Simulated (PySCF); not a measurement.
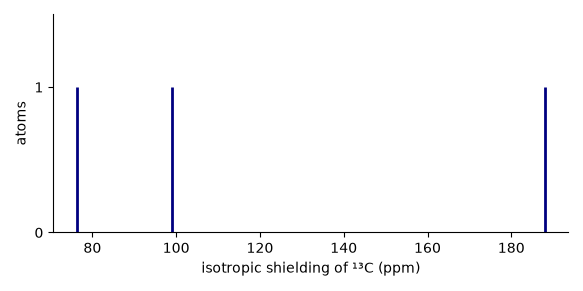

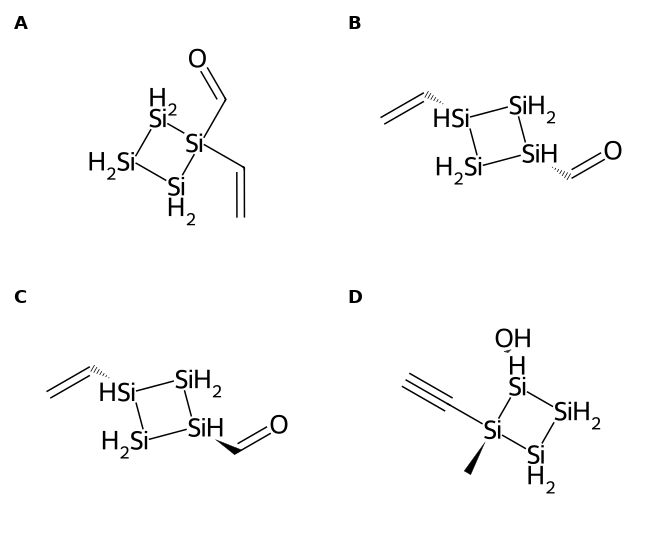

The sticks are computed shieldings of one of the molecules, for one fixed geometry (GFN2-xTB) without averaging over rotations. Low shielding means a high chemical shift. Method: GIAO PBE0/pcSseg-1 NMR shielding, non-relativistic, gas phase (PySCF 2.14.0).

Question: Match the spectrum to a structure.

Answer: D, `C#C[Si@@]1(C)[SiH2][SiH2][Si@H]1O`. Its 3 C atoms give lines at 76.2, 99.0, 188.0 ppm.

The geometry is semi-empirical. Around Si such bond lengths and angles can be off by a tenth of an ångström or more and by several degrees, and values that hang on the shape move with them.
